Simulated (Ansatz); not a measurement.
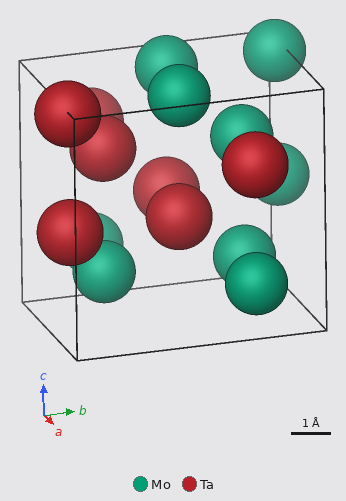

Starting frame of a dynamics run of an amorphous cell of composition Ta$_{7}$Mo$_{9}$ (16 atoms in the cell). The picture is a spheres-only view of the simulation cell, seen slightly off an axis.

Level of theory: DFT PBE, scalar-relativistic, plane waves, PAW (Ansatz).

Input file:
```yaml
crystal:
  lattice:
    - [6.435762, 0.075348, -0.186572]
    - [0.075348, 6.546716, 0.232853]
    - [-0.186572, 0.232853, 6.296775]
  atoms:
    - { symbol: Mo, position: [0.5037342952, 0.7775425633, 0.7143508943] }
    - { symbol: Mo, position: [0.7105404224, 0.4840244141, 0.9676439329] }
    - { symbol: Mo, position: [0.5116862249, 0.7805653436, 0.2174116731] }
    - { symbol: Mo, position: [0.4615654207, 0.2293069316, 0.2102285861] }
    - { symbol: Mo, position: [0.9597037563, 0.7298908124, 0.2187281779] }
    - { symbol: Mo, position: [0.2118069843, 0.9760398718, 0.9719310815] }
    - { symbol: Mo, position: [0.0080205476, 0.2791261305, 0.2099015085] }
    - { symbol: Mo, position: [0.2600802112, 0.5321951457, 0.9718888282] }
    - { symbol: Mo, position: [0.2128292154, 0.9828419572, 0.4593709324] }
    - { symbol: Ta, position: [0.0114682874, 0.2791314522, 0.7191386893] }
    - { symbol: Ta, position: [0.9633157388, 0.7300797829, 0.7117830349] }
    - { symbol: Ta, position: [0.4592317375, 0.2307207864, 0.7200179112] }
    - { symbol: Ta, position: [0.2589340813, 0.526396943, 0.4618284721] }
    - { symbol: Ta, position: [0.7109188719, 0.4777369547, 0.4674564843] }
    - { symbol: Ta, position: [0.7586675253, 0.030887808, 0.4688055639] }
    - { symbol: Ta, position: [0.7590631503, 0.0271970838, 0.9605958559] }
  symmetry: { detect: false }
basis:
  ecutwfc: 320
  xc_grid: 1
kpoints:
  mp_grid: { grid: [1, 1, 1], shift: [0.25, 0.25, 0.25] }
hamiltonian:
  xc: pbe
scf:
  occupations: { method: fermi_dirac, width: 0.3835 }
  lower_state_search: "off"
  convergence: { dr2_threshold: 1.0e-05 }
output:
  forces: true
  stress: true
md:
  timestep: 3.0
  n_steps: 24
  ensemble: nvt_langevin
  friction: 0.03
  temperature: 4450.0
  initial_velocities: maxwell_boltzmann
  seed: 74940
```

Command:
```bash
ansatz run input.yaml --threads 2 --pin off --max-ram 5120MiB --backend cpu --events-out ev --progress --plain --runs-dir out
```

> Predict how the run goes.

The mean temperature in the second half is 3476 K (standard deviation 307 K). The potential energy is still drifting at the end, so the run hasn't reached equilibrium. The potential energy in the second half lies on average 280 meV per atom above the first frame. The mean pressure there is 24.0 GPa. In the second half of the run the atoms are, in the root-mean-square, this far from where they began (common drift taken out): Mo 0.37 Å, Ta 0.21 Å. The run lasts only 72 fs, too short to tell vibration from diffusion.

Along the run (each row but the first and the last is the mean over the interval that it begins):

| time (fs) | potential energy (meV/atom) | T (K) | p (GPa) |
| --- | --- | --- | --- |
| 0.0 | 0.0 | 4172 | 16.0 |
| 12.0 | 69.8 | 3555 | 17.7 |
| 24.0 | 152.9 | 3684 | 20.1 |
| 36.0 | 202.1 | 3197 | 21.0 |
| 48.0 | 262.5 | 3509 | 23.6 |
| 60.0 | 346.7 | 3681 | 26.5 |
| 72.0 | 395.4 | 3647 | 27.8 |

The paths of the atoms:

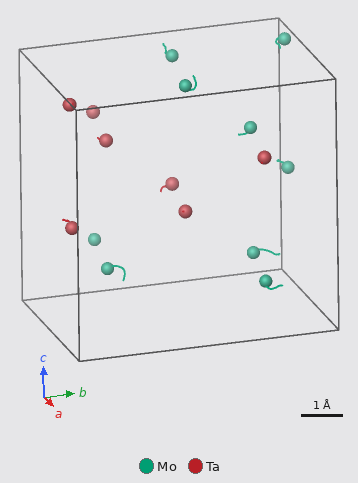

Limits of the set-up: the k-point mesh is coarse for a cell with partly filled bands; the cutoff lies below the recommended one; the periodic images lie only 6.3 Å apart, so the values are limited by the cell's size.

The run took 43 s on 2 threads of Arm Neoverse V1 (shared host), peak memory 0.43 GiB.
